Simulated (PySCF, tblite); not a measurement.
# C₆H₁₆BFN₂: geometry, infrared bands and NMR shifts

Wanted: the infrared bands and NMR shifts of C₆H₁₆BFN₂ (`CN(C)[BH2-][NH2+][C@@H]1C[C@@H]1CF`), by calculation.

The runs use tblite 0.8.0 and PySCF 2.14.0, with density-fitted response routines of our own; the level of theory stands in each step. All values are computed, except where a source is named. Atoms are numbered from 0 throughout.

### Step 1. The starting structure

26 atoms, charge 0, multiplicity 1; geometry from: force field or distance geometry start.

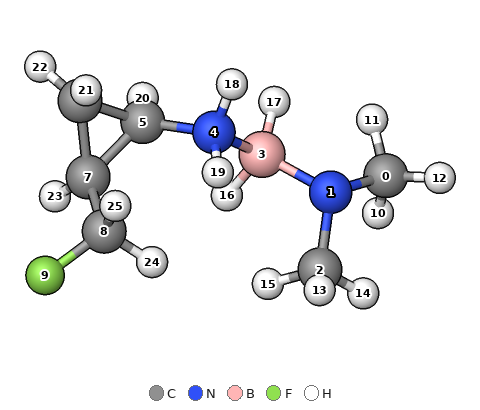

As it starts; carbon grey, nitrogen blue, boron pink, fluorine green, hydrogen white, atoms numbered.

### Step 2. Relaxing the molecule with GFN2-xTB

Job settings and geometry (Å):

```
{"job": {"kind": "relax", "xc": "GFN2-xTB", "basis": "xTB"}, "charge": 0, "multiplicity": 1}
C      3.331800     0.265900     0.351900
N      2.012900    -0.280400     0.670500
C      1.958500    -1.606600     0.090000
B      1.002700     0.620700    -0.020600
N     -0.336800     0.673200     0.752300
C     -1.303400     1.144900    -0.223000
C     -2.743200     1.308100     0.142000
C     -2.300600     0.125700    -0.657400
C     -2.404700    -1.197100     0.049100
F     -3.400900    -1.944600    -0.537300
H      3.607900    -0.099500    -0.645900
H      3.164400     1.373100     0.300100
H      4.051800     0.006700     1.136700
H      1.548700    -2.304000     0.838600
H      2.958300    -1.886400    -0.203400
H      1.315600    -1.619500    -0.821500
H      0.740100     0.165800    -1.083700
H      1.394900     1.725900    -0.136100
H     -0.296000     1.333800     1.571700
H     -0.505000    -0.259400     1.126400
H     -0.914800     1.892500    -0.934100
H     -3.113000     1.120900     1.171700
H     -3.239000     2.129300    -0.402300
H     -2.456800     0.125100    -1.780200
H     -1.419600    -1.688700    -0.047200
H     -2.674700    -1.102700     1.134300
```

Command:

```
OMP_NUM_THREADS=1 python probes_run.py task.json out
```

One launch serves the whole session: the jobs run in the order shown.

The log of the run:

```text
step      E/eV     max force
  0    -891.23266    2.168
  1    -891.48381    0.797
  2    -891.62021    0.770
  3    -891.75920    0.736
  4    -891.83260    0.590
  5    -891.90512    0.497
  6    -891.95611    0.390
  7    -891.99330    0.450
  8    -892.02773    0.485
  9    -892.06661    0.378
 10    -892.10637    0.436
 11    -892.14150    0.374
 12    -892.16996    0.364
 13    -892.19478    0.370
 14    -892.21657    0.334
 15    -892.23229    0.257
 16    -892.24319    0.241
 17    -892.25304    0.270
 18    -892.26362    0.262
 19    -892.27517    0.247
 20    -892.28825    0.262
 21    -892.30409    0.294
 22    -892.32349    0.293
 23    -892.34460    0.299
 24    -892.36348    0.279
 25    -892.37533    0.404
 26    -892.36982    0.565
 27    -892.39756    0.291
 28    -892.40935    0.249
 29    -892.44979    0.308
 30    -892.46636    0.231
 31    -892.48007    0.253
 32    -892.49096    0.225
 33    -892.50522    0.217
 34    -892.51547    0.232
 35    -892.52599    0.194
 36    -892.53380    0.185
 37    -892.54210    0.205
 38    -892.55110    0.265
 39    -892.55953    0.258
 40    -892.56616    0.164
 41    -892.57183    0.196
 42    -892.57916    0.167
 43    -892.58800    0.262
 44    -892.59735    0.263
 45    -892.60556    0.187
 46    -892.61279    0.163
 47    -892.61878    0.153
 48    -892.62435    0.208
 49    -892.62942    0.189
 50    -892.63495    0.186
 51    -892.64043    0.147
 52    -892.64618    0.153
 53    -892.65151    0.132
 54    -892.65634    0.161
 55    -892.65999    0.127
 56    -892.66324    0.117
 57    -892.66611    0.098
 58    -892.66919    0.125
 59    -892.67166    0.119
 60    -892.67394    0.103
 61    -892.67572    0.106
 62    -892.67717    0.086
 63    -892.67853    0.077
 64    -892.68038    0.088
 65    -892.68297    0.114
 66    -892.68665    0.106
 67    -892.69012    0.134
 68    -892.69341    0.149
 69    -892.69616    0.143
 70    -892.70010    0.112
 71    -892.70301    0.134
 72    -892.70543    0.107
 73    -892.70723    0.102
 74    -892.70928    0.081
 75    -892.71099    0.083
 76    -892.71294    0.081
 77    -892.71421    0.071
 78    -892.71535    0.073
 79    -892.71632    0.066
 80    -892.71735    0.071
 81    -892.71842    0.069
 82    -892.71964    0.072
 83    -892.72085    0.065
 84    -892.72203    0.071
 85    -892.72298    0.070
 86    -892.72379    0.054
 87    -892.72448    0.054
 88    -892.72503    0.041
 89    -892.72537    0.039
 90    -892.72558    0.040
 91    -892.72573    0.026
 92    -892.72587    0.020
 93    -892.72597    0.020
 94    -892.72604    0.018
 95    -892.72615    0.020
 96    -892.72631    0.023
 97    -892.72652    0.026
 98    -892.72674    0.029
 99    -892.72699    0.033
100    -892.72728    0.036
101    -892.72766    0.037
102    -892.72813    0.043
103    -892.72861    0.051
104    -892.72903    0.047
105    -892.72942    0.047
106    -892.72978    0.040
107    -892.73012    0.049
108    -892.73045    0.051
109    -892.73084    0.047
110    -892.73139    0.060
111    -892.73216    0.064
112    -892.73311    0.061
113    -892.73398    0.072
114    -892.73516    0.082
115    -892.73651    0.088
116    -892.73882    0.088
117    -892.74014    0.073
118    -892.74168    0.071
119    -892.74265    0.083
120    -892.74348    0.126
121    -892.74503    0.075
122    -892.74766    0.123
123    -892.74991    0.102
124    -892.75269    0.126
125    -892.75549    0.116
126    -892.75672    0.192
127    -892.76047    0.114
128    -892.76260    0.101
129    -892.76673    0.121
130    -892.76937    0.133
131    -892.77308    0.098
132    -892.77582    0.160
133    -892.77673    0.117
134    -892.77818    0.072
135    -892.77976    0.101
136    -892.78121    0.129
137    -892.78308    0.106
138    -892.78470    0.104
139    -892.78564    0.123
140    -892.78768    0.111
141    -892.78908    0.084
142    -892.79096    0.085
143    -892.79200    0.104
144    -892.79321    0.071
145    -892.79413    0.062
146    -892.79478    0.053
147    -892.79541    0.051
148    -892.79615    0.066
149    -892.79708    0.100
150    -892.79806    0.075
151    -892.79942    0.059
152    -892.80009    0.092
153    -892.80126    0.085
154    -892.80316    0.073
155    -892.80426    0.093
156    -892.80591    0.078
157    -892.80700    0.067
158    -892.80760    0.059
159    -892.80824    0.051
160    -892.80889    0.052
161    -892.80998    0.055
162    -892.81076    0.062
163    -892.81181    0.064
164    -892.81306    0.080
165    -892.81460    0.080
166    -892.81615    0.066
167    -892.81714    0.061
168    -892.81814    0.068
169    -892.81901    0.056
170    -892.81994    0.050
171    -892.82079    0.054
172    -892.82159    0.063
173    -892.82229    0.056
174    -892.82290    0.058
175    -892.82349    0.046
176    -892.82414    0.054
177    -892.82485    0.056
178    -892.82570    0.069
179    -892.82672    0.081
180    -892.82796    0.068
181    -892.82931    0.069
182    -892.83065    0.081
183    -892.83212    0.092
184    -892.83387    0.092
185    -892.83547    0.079
186    -892.83671    0.056
187    -892.83755    0.059
188    -892.83822    0.046
189    -892.83878    0.043
190    -892.83914    0.032
191    -892.83935    0.027
192    -892.83953    0.027
193    -892.83973    0.029
194    -892.83992    0.032
195    -892.84010    0.027
196    -892.84025    0.031
197    -892.84039    0.033
198    -892.84053    0.029
199    -892.84067    0.022
200    -892.84080    0.019
201    -892.84093    0.022
202    -892.84105    0.024
203    -892.84122    0.027
204    -892.84145    0.032
205    -892.84173    0.035
206    -892.84203    0.038
207    -892.84229    0.033
208    -892.84250    0.026
209    -892.84268    0.025
210    -892.84285    0.025
211    -892.84299    0.030
212    -892.84312    0.030
213    -892.84322    0.026
214    -892.84330    0.017
215    -892.84336    0.021
216    -892.84342    0.015
217    -892.84346    0.013
218    -892.84348    0.011
219    -892.84349    0.009
```

It took 6.5 s on 1 thread of Intel Xeon at 2.50GHz, shared host; peak memory 0.19 GiB.

Step by step: (not every step is listed)

| step | energy from step 0 (eV) | largest force (eV/Å) |
| --- | --- | --- |
| 0 | 0.0000 | 2.1676 |
| 1 | -0.2511 | 0.7972 |
| 2 | -0.3876 | 0.7702 |
| 3 | -0.5265 | 0.7360 |
| 4 | -0.5999 | 0.5900 |
| 5 | -0.6725 | 0.4969 |
| 6 | -0.7234 | 0.3898 |
| 7 | -0.7606 | 0.4502 |
| 8 | -0.7951 | 0.4847 |
| 28 | -1.1767 | 0.2488 |
| 48 | -1.3917 | 0.2082 |
| 68 | -1.4607 | 0.1493 |
| 88 | -1.4924 | 0.0410 |
| 108 | -1.4978 | 0.0514 |
| 128 | -1.5299 | 0.1013 |
| 148 | -1.5635 | 0.0660 |
| 168 | -1.5855 | 0.0683 |
| 188 | -1.6056 | 0.0460 |
| 208 | -1.6098 | 0.0261 |
| 214 | -1.6106 | 0.0172 |
| 215 | -1.6107 | 0.0206 |
| 216 | -1.6108 | 0.0148 |
| 217 | -1.6108 | 0.0132 |
| 218 | -1.6108 | 0.0109 |
| 219 | -1.6108 | 0.0087 |

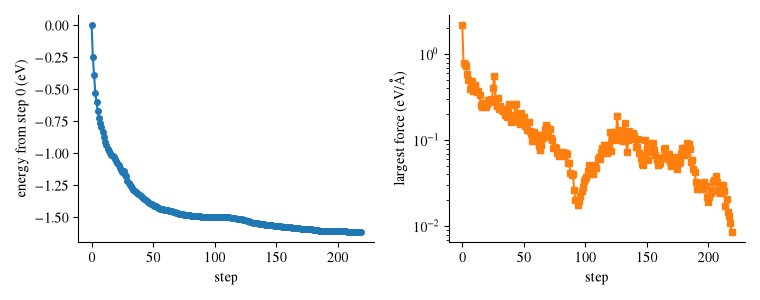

Energy and largest force along the relaxation.

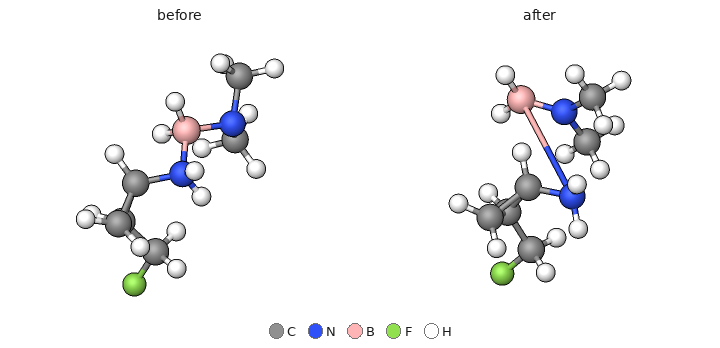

Before and after, at one scale.

Close pairs (by a distance rule), those that changed most:

| bond | before (Å) | after (Å) | change (Å) |
| --- | --- | --- | --- |
| B3–N4 | 1.547 | 4.421 | +2.873 |
| N1–B3 | 1.520 | 1.376 | -0.144 |
| C7–H23 | 1.134 | 1.083 | -0.051 |
| N4–H18 | 1.053 | 1.016 | -0.038 |
| C0–H11 | 1.121 | 1.087 | -0.034 |
| C2–H15 | 1.115 | 1.086 | -0.029 |
| C6–H21 | 1.110 | 1.081 | -0.029 |
| C8–H25 | 1.122 | 1.095 | -0.027 |

The next job starts from the end point, and lists it.

### Step 3. Vibrational analysis with GFN2-xTB

Job settings and geometry (Å):

```
{"job": {"kind": "ir", "xc": "GFN2-xTB", "basis": "xTB"}, "charge": 0, "multiplicity": 1}
C      2.547376     0.526971     0.496690
N      1.976398    -0.170719    -0.633216
C      1.769319    -1.567720    -0.332017
B      1.652261     0.421178    -1.831815
N     -0.654139     0.687907     1.930208
C     -1.014069     1.026663     0.582471
C     -2.430019     1.285822     0.139129
C     -1.706268     0.042755    -0.313351
C     -2.134461    -1.308733     0.191387
F     -3.023581    -1.884617    -0.689815
H      3.506399     0.079766     0.778328
H      2.710100     1.571356     0.244773
H      1.871795     0.465353     1.355577
H      1.138876    -1.670932     0.556837
H      2.724695    -2.063985    -0.129464
H      1.289844    -2.062603    -1.171953
H      1.182056    -0.227425    -2.687812
H      1.851812     1.567706    -1.978956
H     -0.495170     1.534101     2.468815
H     -1.394674     0.166512     2.386197
H     -0.238267     1.622820     0.117243
H     -3.218774     1.158509     0.867694
H     -2.624042     2.064998    -0.580767
H     -1.368260     0.008994    -1.341462
H     -1.285864    -1.997951     0.264551
H     -2.654390    -1.254112     1.153637
```

The log of the run:

```text
mode    cm-1     km/mol
  1      -1.3      0.41
  2      13.5      0.52
  3      37.3      2.42
  4      53.5      0.93
  5      67.5      4.12
  6      71.4      1.52
  7      82.0      2.71
  8     170.9      6.89
  9     203.5      3.99
 10     214.6      7.50
 11     239.8     36.22
 12     289.7      5.28
 13     363.1      5.43
 14     370.0      8.11
 15     413.5      1.73
 16     428.6      1.10
 17     433.1      7.91
 18     506.0      0.04
 19     527.0      4.56
 20     821.5      4.45
 21     854.2    139.67
 22     861.2     10.37
 23     870.9      0.30
 24     885.5     20.61
 25     897.2     21.40
 26     909.7     14.29
 27     959.5     80.37
 28    1009.3     70.27
 29    1034.8     54.64
 30    1039.2     45.37
 31    1054.6      0.57
 32    1060.3     17.68
 33    1093.1      0.77
 34    1096.7      6.33
 35    1107.2      2.99
 36    1126.4      2.88
 37    1143.6      0.08
 38    1150.3      1.42
 39    1191.7     11.79
 40    1210.2     61.52
 41    1222.6      9.61
 42    1224.6     19.49
 43    1259.0      4.36
 44    1305.7      7.33
 45    1347.0      9.27
 46    1408.3      0.34
 47    1411.6     13.31
 48    1416.0      8.11
 49    1441.9      2.03
 50    1473.6     17.58
 51    1476.9      6.62
 52    1477.0     23.66
 53    1487.0      8.88
 54    1488.7     10.07
 55    1531.9     63.62
 56    1553.0     44.75
 57    2599.9    162.43
 58    2621.4    196.89
 59    2924.4     65.00
 60    2932.2     48.58
 61    2933.6     23.37
 62    2941.8     33.80
 63    2950.3     18.75
 64    2958.2     63.73
 65    3047.7     30.31
 66    3049.3     16.33
 67    3050.0     16.46
 68    3063.8      6.34
 69    3077.4     40.90
 70    3105.1     28.44
 71    3377.0      8.73
 72    3419.4      5.38
```

Wall time 3.1 s (1 thread of Intel Xeon at 2.50GHz, shared host); peak memory 0.19 GiB.

Which atoms move in the most intense modes:

| cm⁻¹ | km/mol | atoms |
| --- | --- | --- |
| 854 | 139.7 | H16 33 %, H17 33 %, B3 23 % |
| 960 | 80.4 | N4 19 %, H19 18 %, H18 16 %, C6 15 % |
| 1009 | 70.3 | C8 29 %, F9 23 % |
| 1532 | 63.6 | N1 37 %, B3 18 % |
| 2600 | 162.4 | H17 60 %, H16 35 % |
| 2621 | 196.9 | H16 57 %, H17 32 %, B3 11 % |
| 2924 | 65.0 | H14 65 %, H13 26 % |
| 2958 | 63.7 | H12 56 %, H10 21 %, H13 13 % |

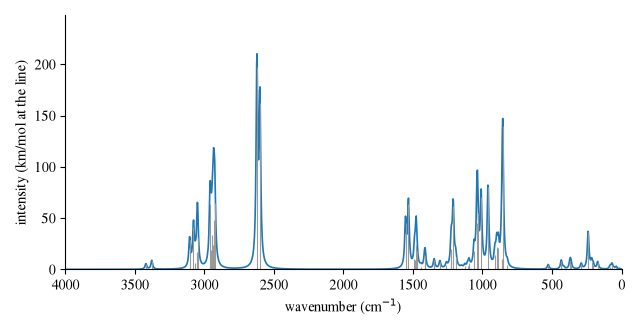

The infrared spectrum from these modes, unscaled. Lines are broadened to a width of 14 cm⁻¹ (Lorentzian).

The optimised geometry no longer has the bonds of the starting formula, so what follows describes that rearranged structure.

### Step 4. NMR shieldings: PBE0/pcSseg-1

Settings changed since step 3:

```diff
@@ -1,2 +1,2 @@
-{"job": {"kind": "ir", "xc": "GFN2-xTB", "basis": "xTB"}, "charge": 0, "multiplicity": 1}
+{"job": {"kind": "nmr", "xc": "PBE0", "basis": "pcSseg-1"}, "charge": 0, "multiplicity": 1}
 C      2.547376     0.526971     0.496690
```

Level: GIAO PBE0/pcSseg-1 NMR shielding, non-relativistic, gas phase.

The log of the run:

```text
coarse grid: 20736 points
cycle   1  E = -471.6940588471  dE =  1.035e+00  |g| = 6.027e-01  |ddm| = 4.232e+00
cycle   2  E = -471.6793721890  dE =  1.469e-02  |g| = 7.268e-01  |ddm| = 1.086e+00
cycle   3  E = -471.7715882669  dE = -9.222e-02  |g| = 8.351e-02  |ddm| = 5.761e-01
cycle   4  E = -471.7726622807  dE = -1.074e-03  |g| = 3.408e-02  |ddm| = 7.988e-02
cycle   5  E = -471.7728992095  dE = -2.369e-04  |g| = 8.285e-03  |ddm| = 3.257e-02
cycle   6  E = -471.7729121243  dE = -1.291e-05  |g| = 2.931e-03  |ddm| = 8.686e-03
cycle   7  E = -471.7729139533  dE = -1.829e-06  |g| = 8.617e-04  |ddm| = 2.713e-03
final grid: 198000 points
cycle   8  E = -471.8347209048  dE = -7.872e-05  |g| = 1.208e-02  |ddm| = 4.492e-02
cycle   9  E = -471.8346988639  dE =  2.204e-05  |g| = 1.597e-02  |ddm| = 2.345e-02
cycle  10  E = -471.8347554514  dE = -5.659e-05  |g| = 2.100e-03  |ddm| = 1.326e-02
cycle  11  E = -471.8347563437  dE = -8.922e-07  |g| = 3.335e-04  |ddm| = 1.534e-03
cycle  12  E = -471.8347563627  dE = -1.899e-08  |g| = 1.520e-04  |ddm| = 3.980e-04
cycle  13  E = -471.8347563671  dE = -4.437e-09  |g| = 3.553e-05  |ddm| = 1.361e-04
cycle  14  E = -471.8347563673  dE = -2.117e-10  |g| = 9.797e-06  |ddm| = 3.152e-05
converged SCF energy = -471.8347563673

GIAO shielding tensors (ppm)
atom      isotropic    diamagn.    paramagn.     s11        s22        s33       span
  0 C      139.837     247.844    -108.007    113.458    121.713    184.340     70.882
  1 N      118.650     325.397    -206.747    -21.623    150.835    226.737    248.360
  2 C      138.856     248.935    -110.079    113.529    121.522    181.518     67.989
  3 B       63.656     200.597    -136.941     31.081     51.950    107.937     76.856
  4 N      224.325     314.979     -90.655    190.447    233.843    248.684     58.238
  5 C      152.165     244.523     -92.358    114.731    143.859    197.904     83.173
  6 C      166.967     260.984     -94.016    140.369    156.088    204.446     64.078
  7 C      165.834     248.985     -83.151    132.459    161.138    203.905     71.446
  8 C       97.257     244.331    -147.073     61.162     83.956    146.655     85.493
  9 F      424.298     468.718     -44.420    394.602    423.076    455.216     60.614
 10 H       28.833      28.507       0.326     25.065     26.641     34.793      9.728
 11 H       28.375      31.213      -2.838     25.788     26.349     32.988      7.201
 12 H       27.678      32.350      -4.672     22.596     28.099     32.339      9.743
 13 H       28.483      34.049      -5.566     24.710     28.633     32.108      7.398
 14 H       28.624      29.165      -0.542     24.800     26.550     34.521      9.722
 15 H       28.147      32.455      -4.308     25.513     26.578     32.350      6.837
 16 H       27.080      33.641      -6.561     24.059     27.431     29.749      5.690
 17 H       27.175      33.377      -6.202     24.252     27.448     29.825      5.573
 18 H       30.668      30.707      -0.038     24.194     27.437     40.374     16.180
 19 H       31.800      33.373      -1.573     23.869     31.376     40.155     16.285
 20 H       29.410      34.674      -5.264     24.188     27.345     36.697     12.509
 21 H       31.794      33.964      -2.170     26.792     29.432     39.159     12.367
 22 H       30.806      32.977      -2.172     25.018     27.414     39.985     14.967
 23 H       30.566      34.277      -3.711     26.135     27.212     38.352     12.217
 24 H       26.277      32.117      -5.840     21.122     27.879     29.832      8.710
 25 H       27.474      31.103      -3.629     22.142     29.711     30.569      8.428
```

Run time: 2.6 min. Hardware: 1 thread of Intel Xeon at 2.50GHz, shared host; peak memory 1.2 GiB.

The references, computed at this level on geometries of the same kind, shield at (ppm): 1H TMS 31.72, 13C TMS 186.9, 19F CFCl3 170.9, 15N NH3 267.7, 11B BF3·OEt2 100.1. Their shielding less the atom's gives the shift. The references are single molecules in the gas phase, so shifts against H2O, NH3, PH3, H3PO4 or CFCl3 are not on the usual liquid scales and can be off by tens of ppm. Each atom is listed at this fixed geometry, with no averaging over motion; a spectrum would average atoms that exchange fast.

| atoms | σ (ppm) | δ (ppm) |
| --- | --- | --- |
| C8 | 97.3 | 89.7 |
| C2 | 138.9 | 48.1 |
| C0 | 139.8 | 47.1 |
| C5 | 152.2 | 34.8 |
| C7 | 165.8 | 21.1 |
| C6 | 167.0 | 20.0 |
| H24 | 26.28 | 5.44 |
| H16 | 27.08 | 4.64 |
| H17 | 27.18 | 4.54 |
| H25 | 27.47 | 4.24 |
| H12 | 27.68 | 4.04 |
| H15 | 28.15 | 3.57 |
| H11 | 28.38 | 3.34 |
| H13 | 28.48 | 3.23 |
| H14 | 28.62 | 3.09 |
| H10 | 28.83 | 2.88 |
| H20 | 29.41 | 2.31 |
| H23 | 30.57 | 1.15 |
| H18 | 30.67 | 1.05 |
| H22 | 30.81 | 0.91 |
| H21 | 31.79 | -0.08 |
| H19 | 31.80 | -0.08 |
| N1 | 118.6 | 149.1 |
| N4 | 224.3 | 43.4 |
| B3 | 63.7 | 36.4 |
| F9 | 424.3 | -253.4 |

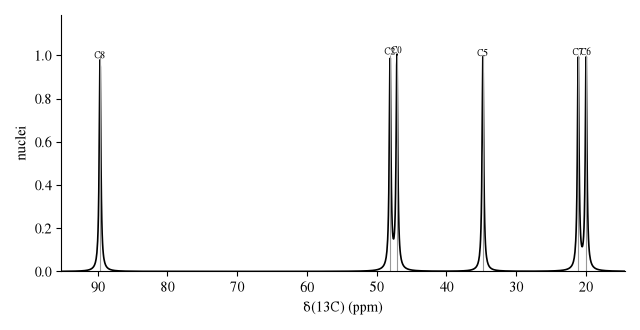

13C lines at the computed shifts, without couplings. Lines are broadened to a width of 0.28 ppm (Lorentzian).

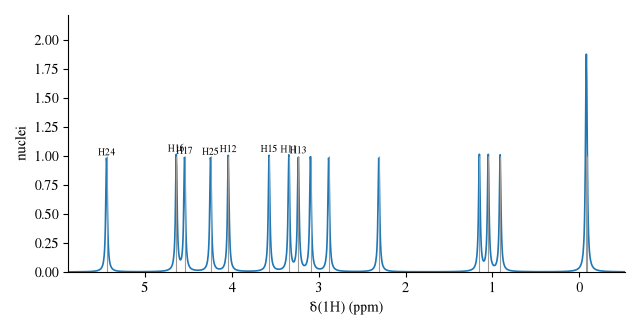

1H lines at the computed shifts, without couplings. Lines are broadened to a width of 0.02 ppm (Lorentzian).

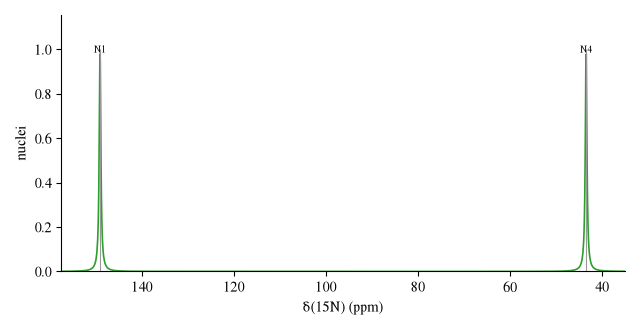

15N lines at the computed shifts, without couplings. Lines are broadened to a width of 0.42 ppm (Lorentzian).

Charges from the same density, by scheme (e):

| atoms | Mulliken | IAO | Hirshfeld | ESP fit |
| --- | --- | --- | --- | --- |
| C0 | -0.10 | -0.30 | -0.06 | -0.33 |
| N1 | -0.61 | -0.18 | -0.08 | 0.10 |
| C2 | -0.08 | -0.30 | -0.06 | -0.38 |
| B3 | 0.10 | -0.07 | 0.07 | 0.00 |
| N4 | -0.41 | -0.56 | -0.22 | -0.98 |
| C5 | -0.07 | -0.02 | 0.01 | 0.21 |
| C6 | -0.14 | -0.33 | -0.11 | -0.63 |
| C7 | -0.34 | -0.16 | -0.05 | 0.18 |
| C8 | 0.27 | 0.05 | 0.03 | 0.04 |
| F9 | -0.34 | -0.33 | -0.13 | -0.26 |

Mulliken charges:

C0 -0.10; N1 -0.61; C2 -0.08; B3 0.10; N4 -0.41; C5 -0.07; C6 -0.14; C7 -0.34; C8 0.27; F9 -0.34; H10 0.11; H11 0.12; H12 0.14; H13 0.12; H14 0.11; H15 0.13; H16 -0.03; H17 -0.03; H18 0.18; H19 0.16; H20 0.14; H21 0.12; H22 0.13; H23 0.15; H24 0.11; H25 0.08

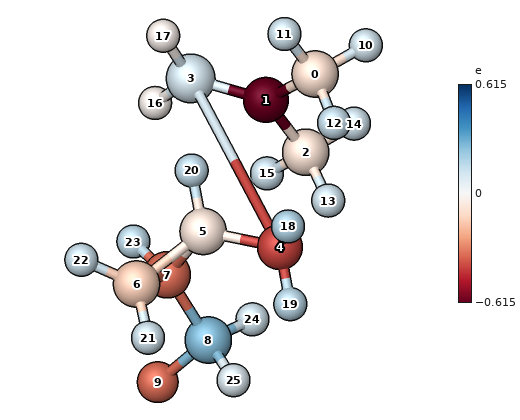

Mulliken charges, as colours on the atoms.

Mayer bond orders: C0–N1 0.94, N1–C2 0.95, N1–B3 1.37, B3–N4 0.00, N4–C5 1.03, C5–C6 0.95, C6–C7 0.92, C7–C8 1.03, C8–F9 0.88, C7–C5 0.92.

Ring of atoms C5, C6, C7: NICS(0) -40.0, NICS(1) -8.0, NICS(1)zz -19.4 ppm (means of both faces).

The two faces differ (NICS(1)zz -16.8 and -22.1 ppm).

In rings of three or four atoms NICS is ruled by the nearby σ bonds, so it says little on aromaticity.

### Step 5. Results

```
                                   quantity                                                                                            value
  strongest single infrared mode (GFN2-xTB)                                                                            2621 cm⁻¹, 197 km/mol
               zero-point energy (GFN2-xTB)                                                                                   137.9 kcal/mol
     13C shifts against TMS (PBE0/pcSseg-1)                                                           89.7, 48.1, 47.1, 34.8, 21.1, 20.0 ppm
      1H shifts against TMS (PBE0/pcSseg-1)  5.44, 4.64, 4.54, 4.24, 4.04, 3.57, 3.34, 3.23, 3.09, 2.88, 2.31, 1.15, 1.05, 0.91 ppm and more
     15N shifts against NH3 (PBE0/pcSseg-1)                                                                                  149.1, 43.4 ppm
11B shifts against BF3·OEt2 (PBE0/pcSseg-1)                                                                                         36.4 ppm
   19F shifts against CFCl3 (PBE0/pcSseg-1)                                                                                       -253.4 ppm
```

**Reading.** The optimisation took 219 steps and gained 1.611 eV; among the close pairs (by a distance rule), B3–N4 changed most, from 1.547 to 4.421 Å. The lowest mode is slightly imaginary (1i cm⁻¹), a soft motion within the noise of the Hessian, so the minimum is not strictly shown. The strongest single mode, at 2621 cm⁻¹, moves mainly H16 and H17. GFN2-xTB is a fitted tight-binding method: band positions and strengths are rough. Its intensities can rank the bands wrongly. The structure rearranged or came apart on optimisation; the results belong to the end geometry, not to the formula as drawn. Shifts at one fixed geometry are not the observed spectrum, which averages over the motion. At PBE0/pcSseg-1: Shielding is most anisotropic at N1 (span 248 ppm, paramagnetic term -207 ppm).
